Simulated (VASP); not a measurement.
# BSbP2 with vdW-DF2: from relaxation to properties, part 2 of 5

Wanted: the relaxed cell of BSbP2 and its properties. The cell is invented: it takes the structure of COD entry 9008835, BP (space group 216 there), with some of its atoms replaced by other elements, volume scaled by an estimate. It may not be a known or stable phase. The atoms of the start are displaced at random from the sites of a P-4m2 cell.

VASP 6.6.1; vdW-DF2; plane waves and PAW (Sb, P, B); invented cell.

So far: The structure; Rough relaxation of the start cell; Relaxing cell and atoms (vdW-DF2).

## 4. Second relaxation

A relaxation keeps the plane waves of the cell it began with, so it is repeated from the new cell, on a basis made for it.

INCAR

```
SYSTEM = BSbP2
PREC = Accurate
ENCUT = 420
EDIFF = 1E-06
NELM = 100
ISMEAR = 0
SIGMA = 0.05
LREAL = .FALSE.
ALGO = Normal
GGA = ML
AGGAC = 0
LUSE_VDW = .TRUE.
ZAB_VDW = -1.8867
LASPH = .TRUE.
NBANDS = 15
LORBIT = 11
LWAVE = .FALSE.
LCHARG = .FALSE.
KPAR = 2
IBRION = 2
NSW = 60
ISIF = 3
EDIFFG = -0.01
```

POSCAR

```
BSbP2
1.0
    3.2196267441     -0.0006164514      0.0035698784
    0.0008541756      3.5162152655      0.5094282974
    0.0194795654      0.6902665691      7.4344720023
Sb P B
1 2 1
Direct
    0.9964897603      0.1533029790      0.0641675655
    0.9951486572      0.5252282172      0.3244358025
    0.4921304532      0.8740883307      0.6343526762
    0.4949951292      0.4515444731      0.4786159557
```

KPOINTS

```
Automatic mesh
0
Gamma
7 7 3
0 0 0
```

Potentials, in the order of the species: Sb, P and B (PBE family, release 64).

Run with:

```
> mpirun -np 2 vasp_std
```

Output:

```text
[... set-up lines as in an earlier step ...]
 entering main loop
       N       E                     dE             d eps       ncg     rms          rms(c)
DAV:   1     0.615594976485E+02    0.61559E+02   -0.59329E+03  2220   0.815E+02
DAV:   2    -0.110412770494E+02   -0.72601E+02   -0.68399E+02  3008   0.152E+02
DAV:   3    -0.152110761223E+02   -0.41698E+01   -0.41366E+01  2955   0.410E+01
DAV:   4    -0.152595980865E+02   -0.48522E-01   -0.48485E-01  2901   0.509E+00
DAV:   5    -0.152607648157E+02   -0.11667E-02   -0.11665E-02  3040   0.750E-01    0.698E+00
DAV:   6    -0.139248988336E+02    0.13359E+01   -0.31236E+00  2619   0.123E+01    0.372E+00
DAV:   7    -0.139523718538E+02   -0.27473E-01   -0.93848E-01  3026   0.532E+00    0.205E+00
DAV:   8    -0.139514438111E+02    0.92804E-03   -0.44310E-02  3054   0.154E+00    0.948E-01
DAV:   9    -0.139561475838E+02   -0.47038E-02   -0.21171E-02  2997   0.104E+00    0.153E-01
DAV:  10    -0.139561816412E+02   -0.34057E-04   -0.13054E-03  3060   0.242E-01    0.709E-02
DAV:  11    -0.139561962434E+02   -0.14602E-04   -0.22217E-04  3159   0.105E-01    0.339E-02
DAV:  12    -0.139562235021E+02   -0.27259E-04   -0.76428E-05  2857   0.778E-02    0.169E-02
DAV:  13    -0.139562249877E+02   -0.14857E-05   -0.10457E-05  2906   0.267E-02    0.991E-03
DAV:  14    -0.139562257691E+02   -0.78131E-06   -0.44154E-06  3067   0.168E-02
   1 F= -.13956226E+02 E0= -.13955273E+02  d E =-.139562E+02
 curvature:   0.00 expect dE= 0.000E+00 dE for cont linesearch  0.000E+00
 trial: gam= 0.00000 g(F)=  0.300E-03 g(S)=  0.111E-03 ort = 0.000E+00 (trialstep = 0.100E+01)
 search vector abs. value=  0.411E-03
 bond charge predicted
       N       E                     dE             d eps       ncg     rms          rms(c)
DAV:   1    -0.139564084764E+02   -0.18349E-03   -0.16110E-02  2472   0.802E-01    0.749E-02
DAV:   2    -0.139563925517E+02    0.15925E-04   -0.61709E-04  3074   0.165E-01    0.291E-02
DAV:   3    -0.139563685834E+02    0.23968E-04   -0.42393E-05  2892   0.452E-02    0.135E-02
DAV:   4    -0.139563664887E+02    0.20947E-05   -0.19590E-05  3158   0.269E-02    0.389E-03
DAV:   5    -0.139563666950E+02   -0.20632E-06   -0.15953E-06  2315   0.855E-03
   2 F= -.13956367E+02 E0= -.13955414E+02  d E =-.140926E-03
[... from here on, the cycles between the ionic steps are left out ...]
   3 F= -.13956381E+02 E0= -.13955428E+02  d E =-.155043E-03
   4 F= -.13956435E+02 E0= -.13955484E+02  d E =-.546797E-04
   5 F= -.13956467E+02 E0= -.13955518E+02  d E =-.865641E-04
   6 F= -.13956510E+02 E0= -.13955563E+02  d E =-.421824E-04
   7 F= -.13956530E+02 E0= -.13955587E+02  d E =-.625653E-04
   8 F= -.13956568E+02 E0= -.13955629E+02  d E =-.383840E-04
   9 F= -.13956590E+02 E0= -.13955657E+02  d E =-.597498E-04
 curvature:  -4.32 expect dE=-0.192E-03 dE for cont linesearch -0.650E-06
 trial: gam= 1.22829 g(F)=  0.372E-04 g(S)=  0.720E-05 ort =-0.361E-05 (trialstep = 0.925E+00)
 search vector abs. value=  0.167E-03
 bond charge predicted
       N       E                     dE             d eps       ncg     rms          rms(c)
DAV:   1    -0.139566110098E+02   -0.21246E-04   -0.28543E-03  2255   0.295E-01    0.245E-02
DAV:   2    -0.139566148190E+02   -0.38092E-05   -0.13775E-04  3193   0.752E-02    0.118E-02
DAV:   3    -0.139566116318E+02    0.31872E-05   -0.60805E-06  2822   0.172E-02    0.582E-03
DAV:   4    -0.139566112672E+02    0.36460E-06   -0.26292E-06  2886   0.106E-02
  10 F= -.13956611E+02 E0= -.13955683E+02  d E =-.215758E-04
 trial-energy change:   -0.000022  1 .order   -0.000022   -0.000037   -0.000007
 step:   1.1294(harm=  1.1294)  dis= 0.00142  next Energy=   -13.956612 (dE=-0.226E-04)
 reached required accuracy - stopping structural energy minimisation
```

The job ended after 2.5 min (2 MPI ranks of Intel Xeon 6975P-C (Granite Rapids), shared host; peak memory 0.82 GiB; 4.9 min of CPU time).

Parts of OUTCAR (step 4):

```text
  LATTYP: Found a triclinic cell.
 ALAT       =     7.4664731529
 B/A-ratio  =     0.4758507220
 C/A-ratio  =     0.4312114591
 COS(alpha) =     0.0002099070
 COS(beta)  =     0.0036952690
 COS(gamma) =     0.2342623795

The static configuration has the point symmetry C_1 .

 Found     74 irreducible k-points:

   dimension x,y,z NGX =    24 NGY =   24 NGZ =   50
   dimension x,y,z NGXF=    48 NGYF=   48 NGZF=  100

   ENCUT  =  420.0 eV  30.87 Ry    5.56 a.u.   5.38  5.94 12.48*2*pi/ulx,y,z

   NELECT =      18.0000    total number of electrons

 E-fermi :   5.1024

 k-point     1 :       0.0000    0.0000    0.0000
  band No.  band energies     occupation
    ...
      4       1.9507      2.00000
      5       1.9962      2.00000
      6       2.7290      2.00000
      7       3.5161      2.00000
      8       4.4319      2.00000
      9       7.2551      0.00000
     10       7.4991      0.00000
     11       7.9775      0.00000
     12       8.6315      0.00000
     13       8.8620      0.00000
    ...

 k-point     2 :       0.1429   -0.0000    0.0000
  band No.  band energies     occupation
    ...
      4       1.3297      2.00000
      5       2.0910      2.00000
      6       2.1818      2.00000
      7       3.7412      2.00000
      8       4.5219      2.00000
      9       6.0797      0.00000
     10       6.9319      0.00000
     11       7.7293      0.00000
     12       8.5450      0.00000
     13       8.7808      0.00000
    ...

Total vdW correction in eV:      2.7222173

  Total        0.0046535     -0.0078028      0.0042339     -0.0014430      0.0041680      0.0128747
  in kB        0.0895788     -0.1502016      0.0815002     -0.0277772      0.0802335      0.2478335
  external PRESSURE =       0.0069591 kB  Pullay stress =       0.0000000 kB

  energy-cutoff  :      420.00
  volume of cell :       83.23
      direct lattice vectors                 reciprocal lattice vectors
     3.217369982 -0.000813554  0.002358732     0.310813398  0.000062783 -0.000697160
     0.000441110  3.514773182  0.513181710     0.000092601  0.288430396 -0.026827654
     0.016596181  0.694012080  7.461543737    -0.000104623 -0.019837363  0.135865867

 POSITION                                       TOTAL-FORCE (eV/Angst)
 -----------------------------------------------------------------------------------
      3.21050      0.59008      0.56779        -0.005879      0.003418     -0.002637
      3.20593      2.07419      2.69450         0.005601     -0.000375     -0.002171
      1.59685      3.50674      5.17637        -0.001737     -0.002983     -0.000417
      1.59631      1.91286      3.80090         0.002015     -0.000061      0.005224
 -----------------------------------------------------------------------------------
    total drift:                                0.000049      0.000292     -0.000956

  FREE ENERGIE OF THE ION-ELECTRON SYSTEM (eV)
  ---------------------------------------------------
  free  energy   TOTEN  =       -13.9566112672 eV

  energy  without entropy=      -13.9547549436  energy(sigma->0) =      -13.95568311

Total vdW correction in eV:      2.7222164

 reached required accuracy - stopping structural energy minimisation

 total charge
# of ion       s       p       d       tot
------------------------------------------
    1        1.271   1.139   0.038   2.448
    2        1.040   1.496   0.000   2.536
    3        1.092   1.328   0.000   2.420
    4        0.661   1.151   0.000   1.813
--------------------------------------------------
tot          4.064   5.114   0.038   9.216

[... 2 parts as in an earlier step ...]

[... 7 further parts left out ...]
```

The k-mesh is coarse for a metal. The PAW data sets were made with PBE, which is usual practice but a small mismatch for other functionals.

The steps of the relaxation:

| step | energy less that of the first step (eV) | largest force (eV/Å) | pressure (GPa) | volume (Å³) |
| --- | --- | --- | --- | --- |
| 1 | 0.0000 | 0.0626 | 0.00 | 83.03 |
| 2 | -0.0001 | 0.0371 | 0.00 | 83.04 |
| 3 | -0.0002 | 0.0197 | 0.00 | 83.04 |
| 4 | -0.0002 | 0.0137 | 0.01 | 83.04 |
| 5 | -0.0002 | 0.0142 | 0.03 | 83.03 |
| 6 | -0.0003 | 0.0118 | 0.01 | 83.08 |
| 7 | -0.0003 | 0.0134 | 0.00 | 83.13 |
| 8 | -0.0003 | 0.0109 | 0.00 | 83.16 |
| 9 | -0.0004 | 0.0208 | -0.01 | 83.22 |
| 10 | -0.0004 | 0.0073 | 0.00 | 83.23 |

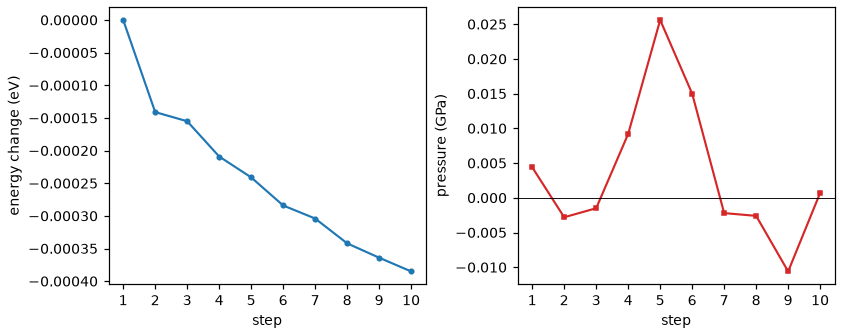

Energy and pressure along the relaxation.

| cell as run | before | after | change |
| --- | --- | --- | --- |
| a (Å) | 3.220 | 3.217 | -0.1 % |
| b (Å) | 3.553 | 3.552 | -0.0 % |
| c (Å) | 7.466 | 7.494 | +0.4 % |
| α (°) | 76.45 | 76.38 | -0.1 % |
| β (°) | 89.79 | 89.83 | +0.0 % |
| γ (°) | 89.99 | 90.00 | +0.0 % |
| volume (Å³/atom) | 20.76 | 20.81 | +0.2 % |

The atoms that moved most (Å, as changes of fractional coordinates times the final cell):

| atom | dx | dy | dz | length |
| --- | --- | --- | --- | --- |
| Sb1 | 0.003 | 0.008 | 0.008 | 0.011 |
| P3 | 0.003 | -0.005 | -0.007 | 0.009 |
| B4 | -0.004 | -0.006 | -0.003 | 0.008 |

Final coordinates:

```cif
data_structure
_symmetry_space_group_name_H-M 'P 1'
_symmetry_Int_Tables_number 1
_cell_length_a 3.2174
_cell_length_b 3.5520
_cell_length_c 7.4938
_cell_angle_alpha 76.379
_cell_angle_beta 89.833
_cell_angle_gamma 90.001
_cell_volume 83.23
loop_
_atom_site_label
_atom_site_type_symbol
_atom_site_fract_x
_atom_site_fract_y
_atom_site_fract_z
_atom_site_occupancy
Sb1 Sb 0.99751 0.15526 0.06510 1
P2 P 0.99470 0.52627 0.32461 1
P3 P 0.49294 0.87273 0.63356 1
B4 B 0.49362 0.44991 0.47830 1
```

Numbers from this step:

```
electrons                       : 18
bands                           : 15
irreducible k-points            : 74
symmetry operations             : 1
free energy (TOTEN)             : -13.96 eV
energy at zero smearing         : -13.96 eV
Fermi energy                    : 5.102 eV
pressure                        : 6.96e-4 GPa
metallic                        : yes
SCF cycles over all ionic steps : 53
```

It ends with a largest force of 0.007 eV/Å and a pressure of 0.00 GPa.

## 5. Density, ELF and potential (vdW-DF2)

A single point on the relaxed cell gives a clean self-consistent state, with density, ELF and potential written out.

INCAR, as its differences from that of step 4:

```diff
@@ -17,7 +17,5 @@
 LWAVE = .FALSE.
-LCHARG = .FALSE.
-KPAR = 2
-IBRION = 2
-NSW = 60
-ISIF = 3
-EDIFFG = -0.01
+LCHARG = .TRUE.
+ISIF = 2
+LELF = .TRUE.
+LVHAR = .TRUE.
```

POSCAR

```
BSbP2
1.0
    3.2173699818     -0.0008135544      0.0023587323
    0.0004411097      3.5147731819      0.5131817101
    0.0165961806      0.6940120800      7.4615437371
Sb P B
1 2 1
Direct
    0.9975070322      0.1552607656      0.0651020742
    0.9946976869      0.5262701779      0.3246090034
    0.4929352391      0.8727276132      0.6335608377
    0.4936240417      0.4499054433      0.4783000846
```

KPOINTS is that of step 4.

Run with:

```
> mpirun -np 2 vasp_std
```

Output:

```text
[banner, memory and clock lines left out]
running    2 mpi-ranks, on    1 nodes
 distrk:  each k-point on    2 cores,    1 groups
 distr:  one band on    1 cores,    2 groups

 POSCAR found type information on POSCAR SbP B
 POSCAR found :  3 types and       4 ions
 [... a notice as in an earlier step ...]

 [... a notice as in an earlier step ...]

 LDA part: xc-table for (Slater+PW92), standard interpolation
|                                                                             |
|           W    W    AA    RRRRR   N    N  II  N    N   GGGG   !!!           |
|           W    W   A  A   R    R  NN   N  II  NN   N  G    G  !!!           |
|           W    W  A    A  R    R  N N  N  II  N N  N  G       !!!           |
|           W WW W  AAAAAA  RRRRR   N  N N  II  N  N N  G  GGG   !            |
|           WW  WW  A    A  R   R   N   NN  II  N   NN  G    G                |
|           W    W  A    A  R    R  N    N  II  N    N   GGGG   !!!           |
|                                                                             |
|     The number of bands has been changed from the values supplied in        |
|     The orbitals not found in the WAVECAR file will be initialized with     |
|     random numbers, which is usually adequate. For correlated               |
|     calculations, however, you should redo the groundstate calculation.     |
|     I found NBANDS = 15. Now, NBANDS = 16.                                  |
|                                                                             |

 POSCAR, INCAR and KPOINTS ok, starting setup
 FFT: planning ... GRIDC
 FFT: planning ... GRID_SOFT
 FFT: planning ... GRID
 WAVECAR not read
 entering main loop
       N       E                     dE             d eps       ncg     rms          rms(c)
DAV:   1     0.607061578626E+02    0.60706E+02   -0.59230E+03  2368   0.764E+02
DAV:   2    -0.112567475313E+02   -0.71963E+02   -0.67511E+02  3304   0.146E+02
DAV:   3    -0.152257608078E+02   -0.39690E+01   -0.39428E+01  3144   0.382E+01
DAV:   4    -0.152672406852E+02   -0.41480E-01   -0.41461E-01  3040   0.457E+00
DAV:   5    -0.152681408970E+02   -0.90021E-03   -0.90017E-03  3216   0.643E-01    0.699E+00
DAV:   6    -0.139254296258E+02    0.13427E+01   -0.27197E+00  2960   0.116E+01    0.371E+00
DAV:   7    -0.139529114593E+02   -0.27482E-01   -0.95771E-01  3136   0.507E+00    0.205E+00
DAV:   8    -0.139517709421E+02    0.11405E-02   -0.43655E-02  3240   0.146E+00    0.939E-01
DAV:   9    -0.139565371910E+02   -0.47662E-02   -0.20560E-02  3296   0.966E-01    0.158E-01
DAV:  10    -0.139565859725E+02   -0.48781E-04   -0.12308E-03  2904   0.224E-01    0.747E-02
DAV:  11    -0.139566071122E+02   -0.21140E-04   -0.24452E-04  3272   0.102E-01    0.340E-02
DAV:  12    -0.139566357964E+02   -0.28684E-04   -0.67620E-05  2816   0.713E-02    0.163E-02
DAV:  13    -0.139566365215E+02   -0.72516E-06   -0.88165E-06  3088   0.216E-02
   1 F= -.13956637E+02 E0= -.13955708E+02  d E =-.185645E-02
```

Run time: 21 s. Hardware: 2 MPI ranks; peak memory 0.61 GiB.

OUTCAR, selected parts (step 5):

```text
   k-points           NKPTS =     74   k-points in BZ     NKDIM =     74   number of bands    NBANDS=     16

   ENCUT  =  420.0 eV  30.87 Ry    5.56 a.u.   5.38  5.94 12.52*2*pi/ulx,y,z

   NELECT =      18.0000    total number of electrons

 E-fermi :   5.1022

 k-point     1 :       0.0000    0.0000    0.0000
  band No.  band energies     occupation
    ...
      4       1.9504      2.00000
      5       1.9960      2.00000
      6       2.7290      2.00000
      7       3.5158      2.00000
      8       4.4317      2.00000
      9       7.2549      0.00000
     10       7.4987      0.00000
     11       7.9772      0.00000
     12       8.6312      0.00000
     13       8.8616      0.00000
    ...

Total vdW correction in eV:      2.7222836

  Total        0.0105780     -0.0028667      0.0094313     -0.0013932      0.0038790      0.0123855
  in kB        0.2036220     -0.0551820      0.1815496     -0.0268176      0.0746697      0.2384162
  external PRESSURE =       0.1099965 kB  Pullay stress =       0.0000000 kB

 POSITION                                       TOTAL-FORCE (eV/Angst)
 -----------------------------------------------------------------------------------
      3.21050      0.59008      0.56779        -0.005814      0.003326     -0.002817
      3.20593      2.07419      2.69450         0.005722     -0.000322     -0.001804
      1.59685      3.50674      5.17637        -0.001690     -0.002857     -0.000753
      1.59631      1.91286      3.80090         0.001783     -0.000147      0.005373
 -----------------------------------------------------------------------------------
    total drift:                               -0.000158      0.000284     -0.001422

  FREE ENERGIE OF THE ION-ELECTRON SYSTEM (eV)
  ---------------------------------------------------
  free  energy   TOTEN  =       -13.9566365215 eV

  energy  without entropy=      -13.9547800716  energy(sigma->0) =      -13.95570830

Total vdW correction in eV:      2.7222205

[... 3 parts as in an earlier step ...]

[... 12 further parts left out ...]
```

This step gave:

| Quantity | Value |
| --- | --- |
| SCF cycles | 13 |
| bands | 16 |
| pressure | 0.01100 GPa |

Valence electrons inside each PAW sphere by angular momentum. Sphere charges, by row:

| atom | s (e) | p (e) | d (e) | tot (e) |
| --- | --- | --- | --- | --- |
| Sb1 | 1.271 | 1.139 | 0.038 | 2.448 |
| P2 | 1.04 | 1.496 | 0 | 2.536 |
| P3 | 1.092 | 1.328 | 0 | 2.42 |
| B4 | 0.661 | 1.151 | 0 | 1.813 |

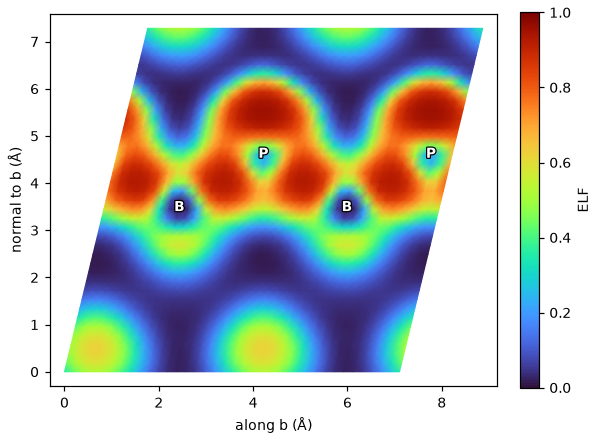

ELF in the bc plane at fractional x = 0.493, with atoms of P and B within 0.2 Å of it. It is the smooth field of the valence electrons, not physical close to the nuclei.

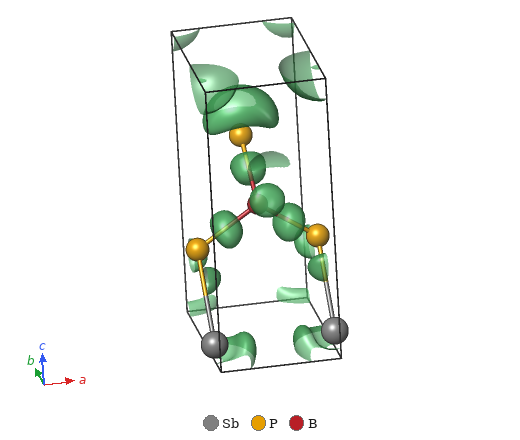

Surface of ELF = 0.85.

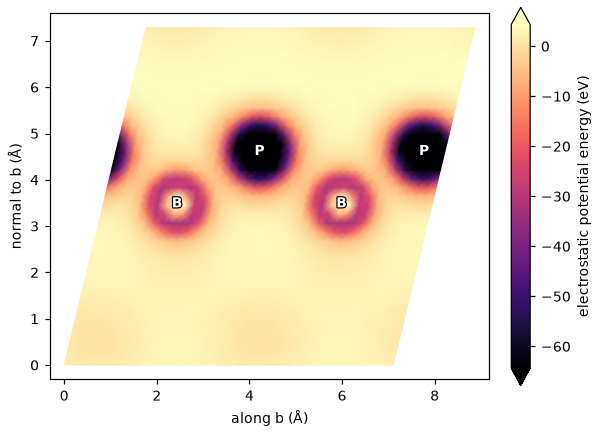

Electrostatic potential energy in the bc plane at fractional x = 0.493, with atoms of P and B within 0.2 Å of it. With pseudopotentials it is smooth inside the atoms' cores, unlike the true potential.

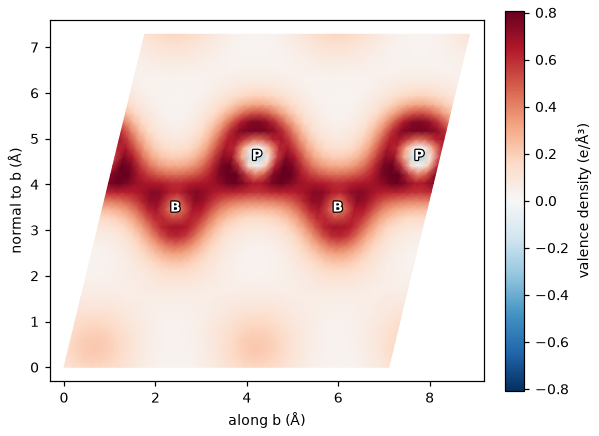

Valence density in the bc plane at fractional x = 0.493, with atoms of P and B within 0.2 Å of it. It is the smooth field of the valence electrons, not physical close to the nuclei.

In this run the pressure is 0.01 GPa, small enough to go on.

(Part 2 of 5 ends here.)

[Lines on the potential files, build, host, timing and source positions are cut from VASP's logs without a mark.]

[Logs are printed without paths, hosts, clocks, repeated set-up lines and the standing remarks that a program may print on its own settings, such as how far it seeks lower states.]

[Hosts, paths, dates, database ids (printed as entryN), source tags and the programs' standing remarks are cut or masked in the printed files.]

[A measured line is paired with the nearest computed mode of its activity, which favours agreement.]
